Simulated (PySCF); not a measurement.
# M06-2X/STO-6G run of GeH2 (SMILES [GeH2])

Aim: the energy change on altering one bond length of GeH2 at M06-2X/STO-6G, from 2 runs. The job is set up through a Python script.

The results are computed with PySCF 2.14.0.

14 further runs of the same task are left out: 1 that didn't finish, 13 set aside as unsound or not needed.

### 1 The molecule

GeH2: 3 atoms, total charge 0, spin state singlet. As SMILES, `[GeH2]`. The shape is that of a PBE0-D4/def2-TZVP optimisation.

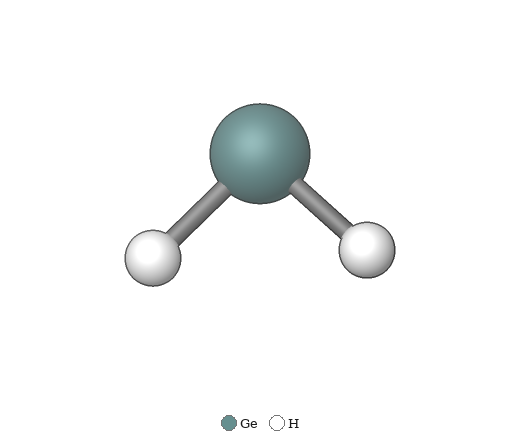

Viewed from a chosen angle; germanium teal, hydrogen white.

### 2 A single-point energy at M06-2X/STO-6G

job.py

```python
# [GeH2]
from pyscf import gto, dft

mol = gto.M(
    atom='''
Ge    -1.077333     0.765528    -0.498321
H      1.479656     1.405200     0.961871
H     -0.402323    -2.170728    -0.463550
''',
    verbose=3,
    spin=0,
    basis='sto-6g',
    charge=0,
    unit='bohr',
    max_memory=1860,
)

myscf = dft.RKS(mol)
myscf.xc = 'm06-2x'
myscf.conv_tol = 1e-10
myscf.grids.level = 5
myscf.kernel()
if not myscf.converged:
    myscf = myscf.newton().run(myscf.mo_coeff, myscf.mo_occ)

e_tot = myscf.e_tot
print('Final energy', e_tot)
```

The run is started by

```
OMP_NUM_THREADS=1 python job.py
```

Standard output:

```text
converged SCF energy = -2066.63649910203
Final energy -2066.636499102034
```

Run time: 3.3 s. Hardware: 1 thread of Arm Neoverse V1, shared host; peak memory 0.18 GiB.

### 3 The distorted shape

job.py

```python
from pyscf import gto, dft

mol = gto.Mole()
mol.atom = '''
Ge      -0.840689       0.337408      -0.418222
H        0.783000       0.743600       0.509000
H       -0.483489      -1.216392      -0.399822
'''
mol.basis = 'sto-6g'
mol.charge = 0
mol.verbose = 3
mol.max_memory = 1860
mol.build()

ks = dft.RKS(mol)
ks.xc = 'm06-2x'
ks.grids.level = 5
ks.conv_tol = 1e-10
ks.kernel()
if not ks.converged:
    ks = ks.newton().run(ks.mo_coeff, ks.mo_occ)

energy = ks.e_tot
print('Final energy', energy)
```

The run is started by

```
OMP_NUM_THREADS=1 python job.py
```

Standard output:

```text
converged SCF energy = -2066.59458151152
Final energy -2066.594581511517
```

Wall time 3.3 s (1 thread of Arm Neoverse V1, shared host); peak memory 0.18 GiB.

### 4 Summary of results

At M06-2X/STO-6G:

```
                                                          quantity           value
                                         first shape: total energy  -2066.63650 Eh
                                        first shape: dipole moment          0.37 D
                                          first shape: HOMO energy        -4.89 eV
                                          first shape: LUMO energy         1.22 eV
                                        first shape: HOMO–LUMO gap         6.11 eV
                                     distorted shape: total energy  -2066.59458 Eh
                                    distorted shape: dipole moment          0.42 D
                                      distorted shape: HOMO energy        -4.90 eV
                                      distorted shape: LUMO energy         1.17 eV
                                    distorted shape: HOMO–LUMO gap         6.06 eV
energy change with the Ge1–H2 bond stretched from 1.595 to 1.913 Å        1.141 eV
```

With the Ge1–H2 bond stretched from 1.595 to 1.913 Å the energy rises by 1.14 eV (110 kJ/mol). The first shape isn't relaxed at this level, so the change isn't measured from a minimum. The minimal basis adds a large error of its own. Mulliken charges (first shape) run from -0.16 on H2 to +0.31 on Ge1. Mulliken charges (distorted shape) run from -0.17 on H2 to +0.32 on Ge1.
